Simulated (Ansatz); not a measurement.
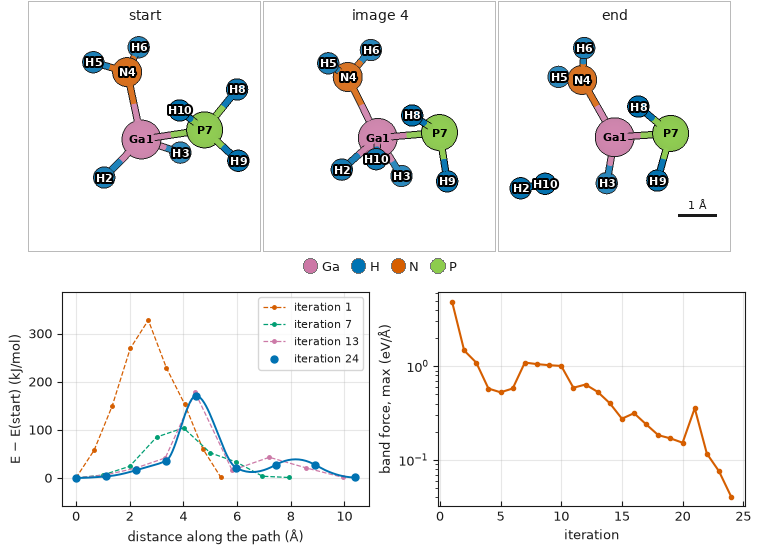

A search for the minimum-energy path of GaPNH₇ by the nudged elastic band. Images are numbered from 0 (start) to 8 (end). The plot follows the band through its iterations. The picture is a ball-and-stick view, seen from a free direction.

The calculation used RKS B3LYP-D4/def2-mTZVP (Ansatz). Run with 7 movable images; climbing image; force threshold 0.05 eV/Å; iteration limit 60; starting path through a guess of the saddle point.

> How did the profile develop, and is the result final?

The run is converged, with reservations. The band converged in 24 iterations. The largest component of the band force went from 4.9 to 0.041 eV/Å. The climbing image converged on the top of the path. Its vibrational analysis gives one imaginary mode (1242i cm⁻¹), as a transition state must have. The first iteration put the highest image at 327.8 kJ/mol. The energy climbs by 170.6 kJ/mol to image 4 and then falls by 169.7 kJ/mol, so the end point sits at +0.9 kJ/mol. The profile has 2 maxima (images 4, 6) with a dip at image 5 (+21.5 kJ/mol), so the process runs in steps.
